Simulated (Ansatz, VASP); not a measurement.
**NiPS3: VASP beside Ansatz**

Wanted: the spread between two codes on one cell, functional and k mesh.

Method: plane waves, with VASP 6.6.1 beside it; single point at PBEsol, DFT+U, in Ansatz 0.2.0.

In doubt: warnings of the run leave room for a lower electronic state, so energies may not be the lowest and differences between runs may mislead.

## 1. Set-up

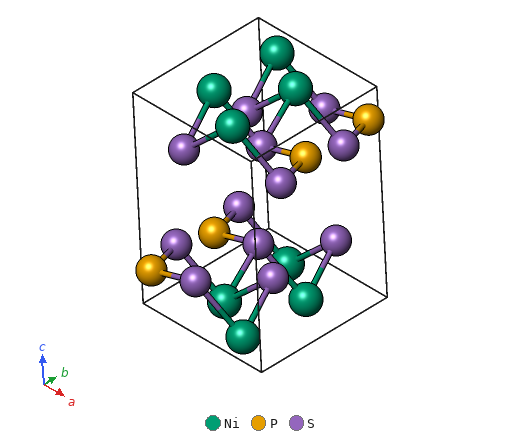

The starting structure, seen slightly off an axis (nickel teal, phosphorus orange, sulfur purple). Some periodic images of atoms are drawn too.

## 2. VASP: single point, PBEsol, DFT+U

With cell and atoms fixed, the geometry can't cause a difference; cores, projectors, grids and the points listed under the comparison can.

Lines of VASP's logs that name or quote its potential files are left out, and so is its time.

The input, INCAR:

```
SYSTEM = NiPS3
PREC = Normal
ENCUT = 350
EDIFF = 1E-06
NELM = 150
ISMEAR = -1
SIGMA = 0.02
LREAL = Auto
ALGO = Normal
GGA = PS
NBANDS = 96
ISPIN = 2
MAGMOM = 2 -2 -2 2 0 0 0 0 0 0 0 0 0 0 0 0 0 0 0 0
LDAU = .TRUE.
LDAUTYPE = 2
LDAUL = 2 -1 -1
LDAUU = 6 0 0
LDAUJ = 0 0 0
LDAUPRINT = 1
LASPH = .TRUE.
LMAXMIX = 4
LORBIT = 11
LWAVE = .FALSE.
LCHARG = .FALSE.
KPAR = 4
AMIX = 0.2
BMIX = 1E-04
AMIX_MAG = 0.8
BMIX_MAG = 1E-04
```

The input, POSCAR:

```
NiPS3
1.0
    2.9097750000     -5.0420210000      0.0000000000
    5.8195500000     10.0840420000      0.0000000000
   -1.9263320000      0.0000000000      6.6214300000
Ni P S
4 4 12
Direct
    0.3331320000      0.3334340000      0.0000000000
    0.3331320000      0.8334340000      0.0000000000
    0.6668680000      0.1665660000      0.0000000000
    0.6668680000      0.6665660000      0.0000000000
    0.0552140000      0.0276070000      0.1648810000
    0.0552140000      0.5276070000      0.1648810000
    0.9447860000      0.4723930000      0.8351190000
    0.9447860000      0.9723930000      0.8351190000
    0.0762910000      0.2110240000      0.2292310000
    0.0762910000      0.7110240000      0.2292310000
    0.5779520000      0.4618545000      0.7707690000
    0.5779520000      0.9618545000      0.7707690000
    0.2695210000      0.1347605000      0.7706540000
    0.2695210000      0.6347605000      0.7706540000
    0.7304790000      0.3652395000      0.2293460000
    0.7304790000      0.8652395000      0.2293460000
    0.4220480000      0.0381455000      0.2292310000
    0.4220480000      0.5381455000      0.2292310000
    0.9237090000      0.2889760000      0.7707690000
    0.9237090000      0.7889760000      0.7707690000
```

The input, KPOINTS:

```
Automatic mesh
0
Gamma
6 3 4
0 0 0
```

Potentials, in the order of the species: Ni, P and S (PBE family, release 64).

The run is started by

```
mpirun -np 4 vasp_std
```

Numbers of over 12 decimals in the logs are rounded to 6 here.

Log:

```text
[banner, memory and clock lines left out]
running    4 mpi-ranks, on    1 nodes
 distrk:  each k-point on    1 cores,    4 groups
 distr:  one band on    1 cores,    1 groups

 POSCAR found type information on POSCAR NiP S
 POSCAR found :  3 types and      20 ions
|                                                                             |
|               ----> ADVICE to this user running VASP <----                  |
|                                                                             |
|     You enforced a specific xc type in the INCAR file but a different       |
|     [... a line on the potential file left out ...]
|     I HOPE YOU KNOW WHAT YOU ARE DOING!                                     |
|                                                                             |

 LDA part: xc-table for (Slater+PW92), standard interpolation
|                                                                             |
|           W    W    AA    RRRRR   N    N  II  N    N   GGGG   !!!           |
|           W    W   A  A   R    R  NN   N  II  NN   N  G    G  !!!           |
|           W    W  A    A  R    R  N N  N  II  N N  N  G       !!!           |
|           W WW W  AAAAAA  RRRRR   N  N N  II  N  N N  G  GGG   !            |
|           WW  WW  A    A  R   R   N   NN  II  N   NN  G    G                |
|           W    W  A    A  R    R  N    N  II  N    N   GGGG   !!!           |
|                                                                             |
|     Your reciprocal lattice and k-lattice belong to different lattice       |
|     classes:                                                                |
|                                                                             |
|        The reciprocal lattice is triclinic,                                 |
|        whereas your k-lattice is base-centered monoclinic.                  |
|                                                                             |
|     Results are often still useful ...                                      |
|                                                                             |

 POSCAR, INCAR and KPOINTS ok, starting setup
 FFT: planning ... GRIDC
 FFT: planning ... GRID_SOFT
 FFT: planning ... GRID
 WAVECAR not read
 entering main loop
       N       E                     dE             d eps       ncg     rms          rms(c)
DAV:   1     0.862667453611E+03    0.86267E+03   -0.42798E+04 14592   0.964E+02
DAV:   2     0.277756685977E+02   -0.83489E+03   -0.77673E+03 15536   0.259E+02
DAV:   3    -0.885612702832E+02   -0.11634E+03   -0.11231E+03 17432   0.110E+02
DAV:   4    -0.938320023140E+02   -0.52707E+01   -0.52106E+01 18032   0.260E+01
DAV:   5    -0.940070370698E+02   -0.17503E+00   -0.17476E+00 19576   0.465E+00    0.398E+01
DAV:   6    -0.941083424518E+02   -0.10131E+00   -0.17844E+01 18800   0.566E+01    0.335E+01
DAV:   7    -0.947286856922E+02   -0.62034E+00   -0.51310E+00 19856   0.157E+01    0.239E+01
DAV:   8    -0.954529523280E+02   -0.72427E+00   -0.15881E+00 21424   0.806E+00    0.125E+01
DAV:   9    -0.957830285629E+02   -0.33008E+00   -0.13689E+00 20280   0.177E+01    0.337E+00
DAV:  10    -0.958784426139E+02   -0.95414E-01   -0.64124E-01 20584   0.562E+00    0.199E+00
DAV:  11    -0.958657746414E+02    0.12668E-01   -0.18488E-01 19568   0.468E+00    0.124E+00
DAV:  12    -0.958727429013E+02   -0.69683E-02   -0.61260E-02 19488   0.238E+00    0.734E-01
DAV:  13    -0.958779173632E+02   -0.51745E-02   -0.91986E-03 21520   0.604E-01    0.461E-01
DAV:  14    -0.958785854110E+02   -0.66805E-03   -0.36828E-03 22584   0.532E-01    0.264E-01
DAV:  15    -0.958793321427E+02   -0.74673E-03   -0.34760E-03 22280   0.420E-01    0.124E-01
DAV:  16    -0.958799652018E+02   -0.63306E-03   -0.92227E-04 20776   0.244E-01    0.743E-02
DAV:  17    -0.958800975624E+02   -0.13236E-03   -0.49538E-04 19728   0.105E-01    0.621E-02
DAV:  18    -0.958801273856E+02   -0.29823E-04   -0.67530E-05 19120   0.469E-02    0.386E-02
DAV:  19    -0.958801446151E+02   -0.17230E-04   -0.17467E-05 21368   0.351E-02    0.213E-02
DAV:  20    -0.958801519220E+02   -0.73069E-05   -0.11652E-05 18504   0.290E-02    0.120E-02
DAV:  21    -0.958801564541E+02   -0.45321E-05   -0.70919E-06 17296   0.266E-02    0.890E-03
DAV:  22    -0.958801575242E+02   -0.10701E-05   -0.36253E-06 14824   0.114E-02    0.652E-03
DAV:  23    -0.958801583170E+02   -0.79278E-06   -0.37908E-07  9104   0.109E-02
   1 F= -.95880158E+02 E0= -.95880158E+02  d E =-.725886E-12  mag=    -0.0000
```

OUTCAR, selected parts (step 2):

```text
ion  position               nearest neighbor table
   1  0.333  0.333  0.000-   9 2.43  11 2.43  19 2.44  18 2.44  13 2.44  15 2.44
   2  0.333  0.833  0.000-  10 2.43  12 2.43  20 2.44  17 2.44  14 2.44  16 2.44
   3  0.667  0.167  0.000-  19 2.43  17 2.43   9 2.44  12 2.44  15 2.44  13 2.44
   4  0.667  0.667  0.000-  20 2.43  18 2.43  10 2.44  11 2.44  16 2.44  14 2.44
   5  0.055  0.028  0.165-   9 2.06  17 2.06  16 2.06   8 2.18
   6  0.055  0.528  0.165-  10 2.06  18 2.06  15 2.06   7 2.18
   7  0.945  0.472  0.835-  19 2.06  11 2.06  14 2.06   6 2.18
   8  0.945  0.972  0.835-  20 2.06  12 2.06  13 2.06   5 2.18
   9  0.076  0.211  0.229-   5 2.06   1 2.43   3 2.44
  10  0.076  0.711  0.229-   6 2.06   2 2.43   4 2.44
  11  0.578  0.462  0.771-   7 2.06   1 2.43   4 2.44
  12  0.578  0.962  0.771-   8 2.06   2 2.43   3 2.44
  13  0.270  0.135  0.771-   8 2.06   1 2.44   3 2.44
  14  0.270  0.635  0.771-   7 2.06   2 2.44   4 2.44
  15  0.730  0.365  0.229-   6 2.06   3 2.44   1 2.44
  16  0.730  0.865  0.229-   5 2.06   4 2.44   2 2.44
  17  0.422  0.038  0.229-   5 2.06   3 2.43   2 2.44
  18  0.422  0.538  0.229-   6 2.06   4 2.43   1 2.44
  19  0.924  0.289  0.771-   7 2.06   3 2.43   1 2.44
  20  0.924  0.789  0.771-   8 2.06   4 2.43   2 2.44

  LATTYP: Found a triclinic cell.
 ALAT       =     8.3804815580
 B/A-ratio  =     0.6946385874
 C/A-ratio  =     1.2028936296
 COS(alpha) =     0.0003681394
 COS(beta)  =     0.1992985951
 COS(gamma) =     0.5797455547

 Subroutine GETGRP returns: Found  2 space group operations
 (whereof  2 operations were pure point group operations)

The static configuration has the point symmetry S_2 .

 Found     38 irreducible k-points:

   k-points           NKPTS =     38   k-points in BZ     NKDIM =     38   number of bands    NBANDS=     96

   dimension x,y,z NGX =    28 NGY =   54 NGZ =   32
   dimension x,y,z NGXF=    56 NGYF=  108 NGZF=   64

   ENCUT  =  350.0 eV  25.72 Ry    5.07 a.u.   8.88 17.76 10.52*2*pi/ulx,y,z

   NELECT =     132.0000    total number of electrons

 k-points in reciprocal lattice and weights: Automatic mesh
   0.00000000  0.00000000  0.00000000       0.014
   0.16666667  0.00000000 -0.00000000       0.028
   0.33333333  0.00000000 -0.00000000       0.028
   0.50000000  0.00000000 -0.00000000       0.014
   0.00000000  0.33333333 -0.00000000       0.028
   0.16666667  0.33333333  0.00000000       0.028
   0.33333333  0.33333333  0.00000000       0.028
   0.50000000  0.33333333  0.00000000       0.028
  -0.33333333  0.33333333  0.00000000       0.028
[...]
-0.33333333  0.33333333  0.50000000       0.028
  -0.16666667  0.33333333  0.50000000       0.028

atom =   1  type =  1  l = 2

 onsite density matrix

spin component  1

  0.9747  0.0204  0.0000  0.0000 -0.0000
  0.0204  0.9942  0.0001 -0.0001 -0.0000
  0.0000  0.0001  0.9676 -0.0001 -0.0000
  0.0000 -0.0001 -0.0001  0.9943 -0.0206
 -0.0000 -0.0000 -0.0000 -0.0206  0.9748

spin component  2

  0.7378 -0.3280  0.0003  0.0004 -0.0003
 -0.3280  0.4614  0.0004  0.0007 -0.0004
  0.0003  0.0004  0.9629 -0.0006  0.0004
  0.0004  0.0007 -0.0006  0.4651  0.3262
 -0.0003 -0.0004  0.0004  0.3262  0.7387

 occupancies and eigenvectors

  o =  0.2435  v =  0.0000  0.0000  0.0000  0.0000  0.0000  0.5405  0.8142 -0.0009 -0.1765  0.1173      0.0000  0.0000  0.0000  0.0000  0.0000  0.0000  0.0000  0.0000  0.0000  0.0000
  o =  0.2484  v =  0.0000  0.0000  0.0000  0.0000  0.0000 -0.1173 -0.1766 -0.0008 -0.8138  0.5411      0.0000  0.0000  0.0000  0.0000  0.0000  0.0000  0.0000  0.0000  0.0000  0.0000
[...]
k-point     2 :       0.1667    0.0000   -0.0000
  band No.  band energies     occupation
    ...
     62       3.3155      1.00000
     63       3.3640      1.00000
     64       3.6090      1.00000
     65       3.8090      1.00000
     66       4.0770      1.00000
     67       5.9453      0.00000
     68       6.0785      0.00000
     69       6.2535      0.00000
     70       6.4641      0.00000
     71       6.9283      0.00000
    ...

 k-point     3 :       0.3333    0.0000   -0.0000
  band No.  band energies     occupation
    ...
     62       3.1900      1.00000
     63       3.3391      1.00000
     64       3.5307      1.00000
     65       3.9557      1.00000
     66       4.0661      1.00000
     67       5.8500      0.00000
     68       5.9383      0.00000
     69       6.3925      0.00000
     70       6.5203      0.00000
     71       6.8902      0.00000
    ...

 k-point     4 :       0.5000    0.0000   -0.0000
  band No.  band energies     occupation
    ...
     62       3.2463      1.00000
     63       3.3020      1.00000
     64       3.3075      1.00000
     65       4.0704      1.00000
     66       4.1574      1.00000
     67       5.8172      0.00000
     68       5.8316      0.00000
     69       6.4982      0.00000
     70       6.5513      0.00000
     71       6.9924      0.00000
    ...

 k-point     5 :       0.0000    0.3333   -0.0000
  band No.  band energies     occupation
    ...
     62       3.2505      1.00000
     63       3.4489      1.00000
     64       3.4931      1.00000
     65       3.7711      1.00000
     66       3.9795      1.00000
     67       5.9371      0.00000
     68       6.0478      0.00000
     69       6.3085      0.00000
     70       6.4192      0.00000
     71       7.1642      0.00000
    ...

 k-point     6 :       0.1667    0.3333    0.0000
  band No.  band energies     occupation
    ...
     62       3.1956      1.00000
     63       3.3297      1.00000
     64       3.6633      1.00000
     65       3.8279      1.00000
     66       3.8718      1.00000
     67       5.8364      0.00000
     68       6.1189      0.00000
     69       6.2510      0.00000
     70       6.5314      0.00000
     71       7.0893      0.00000
    ...

 spin component 2
 k-point     1 :       0.0000    0.0000    0.0000
  band No.  band energies     occupation
    ...
     62       3.2274      1.00000
     63       3.5353      1.00000
     64       3.5801      1.00000
     65       4.0083      1.00000
     66       4.1443      1.00000
     67       5.9745      0.00000
     68       6.0175      0.00000
     69       6.4198      0.00000
     70       6.4605      0.00000
     71       6.8251      0.00000
    ...

  Total       -5.2452056     -5.3172565     -0.8289396     -0.0399707     -0.0032379     -0.0601084
  in kB      -21.6270486    -21.9241290     -3.4178862     -0.1648075     -0.0133505     -0.2478393
  external PRESSURE =     -15.6563546 kB  Pullay stress =       0.0000000 kB

  energy-cutoff  :      350.00
  volume of cell :      388.58
      direct lattice vectors                 reciprocal lattice vectors
     2.909775000 -5.042021000  0.000000000     0.171834592 -0.099166584  0.049990783
     5.819550000 10.084042000  0.000000000     0.085917296  0.049583292  0.024995392
    -1.926332000  0.000000000  6.621430000     0.000000000  0.000000000  0.151024779

 POSITION                                       TOTAL-FORCE (eV/Angst)
 -----------------------------------------------------------------------------------
      2.90977      1.68270      0.00000        -0.005980      0.001524      0.001620
      5.81955      6.72472      0.00000        -0.005980      0.001524      0.001620
      2.90978     -1.68270      0.00000         0.005980     -0.001524     -0.001620
      5.81955      3.35932      0.00000         0.005980     -0.001524     -0.001620
      0.00371      0.00000      1.09175         0.010607      0.003730     -0.323514
      2.91348      5.04202      1.09175         0.010607      0.003730     -0.323514
      3.88951     -0.00000      5.52968        -0.010607     -0.003730      0.323514
      6.79929      5.04202      5.52968        -0.010607     -0.003730      0.323514
      1.00848      1.74331      1.51784        -0.122352     -0.208631      0.101811
      3.91825      6.78534      1.51784        -0.122352     -0.208631      0.101811
      2.88474      1.74331      5.10359         0.120319     -0.209716     -0.096989
      5.79451      6.78534      5.10359         0.120319     -0.209716     -0.096989
      0.08396      0.00000      5.10283        -0.242827     -0.002243     -0.112556
      2.99373      5.04202      5.10283        -0.242827     -0.002243     -0.112556
      3.80926      0.00000      1.51860         0.242827      0.002243      0.112556
      6.71904      5.04202      1.51860         0.242827      0.002243      0.112556
      1.00848     -1.74331      1.51784        -0.120319      0.209716      0.096989
      3.91825      3.29871      1.51784        -0.120319      0.209716      0.096989
      2.88474     -1.74331      5.10359         0.122352      0.208631     -0.101811
      5.79451      3.29871      5.10359         0.122352      0.208631     -0.101811
 -----------------------------------------------------------------------------------
    total drift:                                0.000000      0.000000     -0.000000

  FREE ENERGIE OF THE ION-ELECTRON SYSTEM (eV)
  ---------------------------------------------------
  free  energy   TOTEN  =       -95.8801583170 eV

  energy  without entropy=      -95.8801583170  energy(sigma->0) =      -95.88015832

 total charge
# of ion       s       p       d       tot
------------------------------------------
    1        0.377   0.423   8.246   9.047
    2        0.377   0.423   8.246   9.047
    3        0.377   0.423   8.246   9.047
    4        0.377   0.423   8.246   9.047
    5        0.993   1.419   0.000   2.412
    6        0.993   1.419   0.000   2.412
    7        0.993   1.419   0.000   2.412
    8        0.993   1.419   0.000   2.412
    9        1.353   2.336   0.000   3.690
   10        1.353   2.336   0.000   3.690
   11        1.353   2.336   0.000   3.689
   12        1.353   2.336   0.000   3.689
   13        1.352   2.337   0.000   3.690
   14        1.352   2.337   0.000   3.690
   15        1.352   2.337   0.000   3.690
   16        1.352   2.337   0.000   3.690
   17        1.353   2.336   0.000   3.689
   18        1.353   2.336   0.000   3.689
   19        1.353   2.336   0.000   3.690
   20        1.353   2.336   0.000   3.690
--------------------------------------------------
tot         21.718  35.405  32.985  90.109

 magnetization (x)
# of ion       s       p       d       tot
------------------------------------------
    1        0.005   0.004   1.539   1.548
    2       -0.005  -0.004  -1.539  -1.548
    3       -0.005  -0.004  -1.539  -1.548
    4        0.005   0.004   1.539   1.548
    5        0.001  -0.000   0.000   0.000
    6       -0.001   0.000   0.000  -0.000
    7       -0.001   0.000   0.000  -0.000
    8        0.001  -0.000   0.000   0.000
    9        0.000   0.001   0.000   0.001
   10       -0.000  -0.001   0.000  -0.001
   11        0.008   0.079   0.000   0.087
   12       -0.008  -0.079   0.000  -0.087
   13        0.000   0.001   0.000   0.001
   14       -0.000  -0.001   0.000  -0.001
   15       -0.000  -0.001   0.000  -0.001
   16        0.000   0.001   0.000   0.001
   17       -0.008  -0.079   0.000  -0.087
   18        0.008   0.079   0.000   0.087
   19       -0.000  -0.001   0.000  -0.001
   20        0.000   0.001   0.000   0.001
--------------------------------------------------
tot          0.000   0.000  -0.000  -0.000
```

The run ends at a pressure of -1.57 GPa, with forces up to 0.32 eV/Å.

(Part 1 of 2 ends here.)

[Lines on the potential files, build, host, timing and source positions are cut from VASP's logs without a mark.]

[Logs are printed without paths, hosts, clocks, repeated set-up lines and the standing remarks that a program may print on its own settings, such as how far it seeks lower states.]

[Hosts, paths, dates, database ids (printed as entryN), source tags and the programs' standing remarks are cut or masked in the printed files.]
